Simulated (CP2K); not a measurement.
**UPBE/DZVP-MOLOPT-SR-GTH (core potential) run of C2HCl2Si (SMILES C#C[Si](Cl)Cl)**

Aim: the energy change on altering one bond length of C2HCl2Si at UPBE/DZVP-MOLOPT-SR-GTH (core potential), from 2 runs. 

Program for the calculation: CP2K 2026.2.

## (1) The system as given

C2HCl2Si has 6 atoms, charge 0, and is taken as a doublet. SMILES: `C#C[Si](Cl)Cl`. The coordinates come from a PBE0-D4/def2-TZVP relaxation.

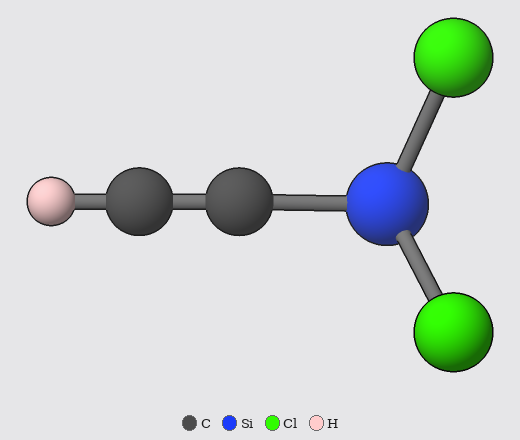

The structure, seen from a chosen angle (carbon dark grey, silicon blue, chlorine green, hydrogen pink).

## (2) The energy at UPBE/DZVP-MOLOPT-SR-GTH (core potential)

run.inp reads:

```
&GLOBAL
  PROJECT run
  RUN_TYPE ENERGY
  PRINT_LEVEL MEDIUM
&END GLOBAL

&FORCE_EVAL
  METHOD Quickstep
  &DFT
    BASIS_SET_FILE_NAME BASIS_MOLOPT
    POTENTIAL_FILE_NAME GTH_POTENTIALS
    CHARGE 0
    MULTIPLICITY 2
    LSD T
    &QS
      METHOD GPW
      EPS_DEFAULT 1.0E-10
    &END QS
    &MGRID
      CUTOFF 400
      REL_CUTOFF 50
      NGRIDS 4
    &END MGRID
    &POISSON
      PERIODIC NONE
      POISSON_SOLVER MULTIPOLE
    &END POISSON
    &SCF
      SCF_GUESS ATOMIC
      EPS_SCF 1.0E-06
      MAX_SCF 50
      &OT ON
        MINIMIZER CG
        PRECONDITIONER FULL_ALL
      &END OT
      &OUTER_SCF
        EPS_SCF 1.0E-06
        MAX_SCF 5
      &END OUTER_SCF
    &END SCF
    &XC
      &XC_FUNCTIONAL PBE
      &END XC_FUNCTIONAL
    &END XC
    &PRINT
      &MOMENTS
        PERIODIC F
        REFERENCE COM
        MAX_MOMENT 1
      &END MOMENTS
      &MO_CUBES
        NLUMO 5
        NHOMO -1
        WRITE_CUBE F
      &END MO_CUBES
      &HIRSHFELD OFF
      &END HIRSHFELD
    &END PRINT
  &END DFT
  &SUBSYS
    &CELL
      ABC [angstrom] 10.9 9.8 10.9
      PERIODIC NONE
    &END CELL
    &COORD
      C      1.324500     0.483500     1.111500
      C      0.521500     0.095400     0.297200
      Si    -0.504400    -0.583800    -1.021800
      Cl    -1.914000    -1.830600    -0.226100
      Cl    -1.406000     0.937000    -2.046300
      H      2.020400     0.834500     1.839400
    &END COORD
    &TOPOLOGY
      &CENTER_COORDINATES
      &END CENTER_COORDINATES
    &END TOPOLOGY
    &KIND C
      BASIS_SET DZVP-MOLOPT-SR-GTH-q4
      POTENTIAL GTH-PBE-q4
    &END KIND
    &KIND Si
      BASIS_SET DZVP-MOLOPT-SR-GTH-q4
      POTENTIAL GTH-PBE-q4
    &END KIND
    &KIND Cl
      BASIS_SET DZVP-MOLOPT-SR-GTH-q7
      POTENTIAL GTH-PBE-q7
    &END KIND
    &KIND H
      BASIS_SET DZVP-MOLOPT-SR-GTH-q1
      POTENTIAL GTH-PBE-q1
    &END KIND
  &END SUBSYS
&END FORCE_EVAL
```

Run with:

```
OMP_NUM_THREADS=1 cp2k.psmp -i run.inp > run.out 2>&1
```

Standard output (excerpt; [...] marks lines left out):

```text
CP2K| version string:                                       CP2K version 2026.2
[...]
 GLOBAL| Method name                                                        CP2K
[...]
 GLOBAL| Run type                                                         ENERGY
[...]
 DFT| Spin unrestricted (spin-polarized) Kohn-Sham calculation               UKS
 DFT| Multiplicity                                                             2
[...]
 DFT| Charge                                                                   0
[...]
 FUNCTIONAL| PBE:
 QS| Method:                                                                 GPW
[...]
 QS| Density cutoff [a.u.]:                                                200.0
[...]
 QS| Relative density cutoff [a.u.]:                                        25.0
[...]
                             - Atoms:                                          6
[...]
                             - Spherical basis functions:                     70
[...]
 Number of electrons:                                                         14
[...]
     1 OT CG       0.15E+00    2.1     0.10214233       -43.3038208949 -4.33E+01
[...]
    46 OT CG       0.25E+00    2.4     0.00000096       -45.8175376374 -4.22E-10
  *** SCF run converged in    46 steps ***
[...]
  Overlap energy of the core charge distribution:               0.00001365074783
  Self energy of the core charge distribution:               -105.76601783527269
  Core Hamiltonian energy:                                     26.41811991736837
  Hartree energy:                                              44.30883669227460
  Exchange-correlation energy:                                -10.77849006255493
  Total energy:                                               -45.81753763743681
[...]
                     Mulliken Population Analysis
 #  Atom  Element  Kind  Atomic population (alpha,beta) Net charge  Spin moment
       1     C        1         2.014436     1.920128     0.065436     0.094308
       2     C        1         2.023442     2.020096    -0.043538     0.003347
       3     Si       2         2.314809     1.574716     0.110475     0.740092
       4     Cl       3         3.583055     3.501978    -0.085033     0.081076
       5     Cl       3         3.582786     3.501493    -0.084280     0.081293
       6     H        4         0.481472     0.481588     0.036940    -0.000116
 # Total charge and spin       14.000000    13.000000    -0.000000     1.000000
[...]
  Dipole moment [Debye]
    X=  0.1448327E+01 Y=  0.2820710E+00 Z=  0.8201246E+00  Total=      1.6881409
[...]
 HOMO - LUMO gap [eV] :    3.739841
 ENERGY| Total FORCE_EVAL ( QS ) energy [hartree]            -45.817537637436814
[...]
```

Run time: 2.8 min. Hardware: 1 thread of Arm Neoverse V2, shared host; peak memory 1.1 GiB.

## (3) The distorted shape, same level

job.inp reads:

```
&FORCE_EVAL
   METHOD Quickstep
   &DFT
      BASIS_SET_FILE_NAME BASIS_MOLOPT
      POTENTIAL_FILE_NAME GTH_POTENTIALS
      CHARGE 0
      MULTIPLICITY 2
      UNRESTRICTED_KOHN_SHAM T
      ! Quickstep
      &QS
         METHOD GPW
         EPS_DEFAULT 1.0E-10
      &END QS
      &MGRID
         CUTOFF 400
         REL_CUTOFF 50
         NGRIDS 4
      &END MGRID
      ! isolated system
      &POISSON
         PERIODIC NONE
         POISSON_SOLVER MULTIPOLE
      &END POISSON
      ! self-consistent field
      &SCF
         SCF_GUESS ATOMIC
         EPS_SCF 1.0E-06
         MAX_SCF 30
         &OT ON
            MINIMIZER CG
            PRECONDITIONER FULL_ALL
         &END OT
         &OUTER_SCF
            EPS_SCF 1.0E-06
            MAX_SCF 8
         &END OUTER_SCF
      &END SCF
      &XC
         &XC_FUNCTIONAL PBE
         &END XC_FUNCTIONAL
      &END XC
      &PRINT
         &MOMENTS
            PERIODIC F
            REFERENCE COM
            MAX_MOMENT 1
         &END MOMENTS
         &MO_CUBES
            NLUMO 3
            NHOMO -1
            WRITE_CUBE F
         &END MO_CUBES
         &HIRSHFELD OFF
         &END HIRSHFELD
      &END PRINT
   &END DFT
   &SUBSYS
      ! vacuum box
      &CELL
         ABC [angstrom] 11.2 9.9 11.3
         PERIODIC NONE
      &END CELL
      &COORD
         C      1.632278     0.687265     1.507210
         C      0.829278     0.299165     0.692910
         Si    -0.504400    -0.583800    -1.021800
         Cl    -1.914000    -1.830600    -0.226100
         Cl    -1.406000     0.937000    -2.046300
         H      2.328178     1.038265     2.235110
      &END COORD
      &TOPOLOGY
         &CENTER_COORDINATES
         &END CENTER_COORDINATES
      &END TOPOLOGY
      &KIND C
         BASIS_SET DZVP-MOLOPT-SR-GTH-q4
         POTENTIAL GTH-PBE-q4
      &END KIND
      &KIND Si
         BASIS_SET DZVP-MOLOPT-SR-GTH-q4
         POTENTIAL GTH-PBE-q4
      &END KIND
      &KIND Cl
         BASIS_SET DZVP-MOLOPT-SR-GTH-q7
         POTENTIAL GTH-PBE-q7
      &END KIND
      &KIND H
         BASIS_SET DZVP-MOLOPT-SR-GTH-q1
         POTENTIAL GTH-PBE-q1
      &END KIND
   &END SUBSYS
&END FORCE_EVAL
&GLOBAL
   PROJECT_NAME job
   RUN_TYPE ENERGY
   PRINT_LEVEL MEDIUM
&END GLOBAL
```

Run with:

```
OMP_NUM_THREADS=1 cp2k.psmp -i job.inp -o job.out
```

Standard output (excerpt; [...] marks lines left out):

```text
CP2K| version string:                                       CP2K version 2026.2
[...]
 GLOBAL| Method name                                                        CP2K
[...]
 GLOBAL| Run type                                                         ENERGY
[...]
 DFT| Spin unrestricted (spin-polarized) Kohn-Sham calculation               UKS
 DFT| Multiplicity                                                             2
[...]
 DFT| Charge                                                                   0
[...]
 FUNCTIONAL| PBE:
 QS| Method:                                                                 GPW
[...]
 QS| Density cutoff [a.u.]:                                                200.0
[...]
 QS| Relative density cutoff [a.u.]:                                        25.0
[...]
                             - Atoms:                                          6
[...]
                             - Spherical basis functions:                     70
[...]
 Number of electrons:                                                         14
[...]
     1 OT CG       0.15E+00    2.2     0.10785504       -43.3077256985 -4.33E+01
[...]
     5 OT CG       0.38E+00    2.4     0.00000079       -45.7622473383 -1.20E-09
  *** SCF run converged in     5 steps ***
[...]
  Overlap energy of the core charge distribution:               0.00001364688074
  Self energy of the core charge distribution:               -105.76601783527269
  Core Hamiltonian energy:                                     26.16571813085989
  Hartree energy:                                              44.51932385730022
  Exchange-correlation energy:                                -10.68128513807013
  Total energy:                                               -45.76224733830198
[...]
  Dipole moment [Debye]
    X= -0.2618703E-01 Y= -0.4132330E+00 Z= -0.6425969E+00  Total=      0.7644462
[...]
 HOMO - LUMO gap [eV] :    2.103273
 ENERGY| Total FORCE_EVAL ( QS ) energy [hartree]            -45.762247338301975
[...]
```

Run time: 2.2 min. Hardware: 1 thread of Arm Neoverse V2, shared host; peak memory 1.1 GiB.

## (4) Outcome

Level: UPBE/DZVP-MOLOPT-SR-GTH (core potential).

```
                                                          quantity         value
                                         first shape: total energy  -45.81754 Eh
                                        first shape: dipole moment        1.69 D
                   first shape: HOMO energy (highest over α and β)      -5.45 eV
                    first shape: LUMO energy (lowest over α and β)      -3.64 eV
                                                 first shape: ⟨S²⟩         0.753
                                     distorted shape: total energy  -45.76225 Eh
                                    distorted shape: dipole moment        0.76 D
               distorted shape: HOMO energy (highest over α and β)      -6.07 eV
                distorted shape: LUMO energy (lowest over α and β)      -4.47 eV
                                             distorted shape: ⟨S²⟩         0.754
energy change with the C2–Si3 bond stretched from 1.804 to 2.345 Å      1.505 eV
```

In words: With the C2–Si3 bond stretched from 1.804 to 2.345 Å the energy rises by 1.50 eV (35 kcal/mol). The first shape isn't relaxed at this level, so the change isn't measured from a minimum.
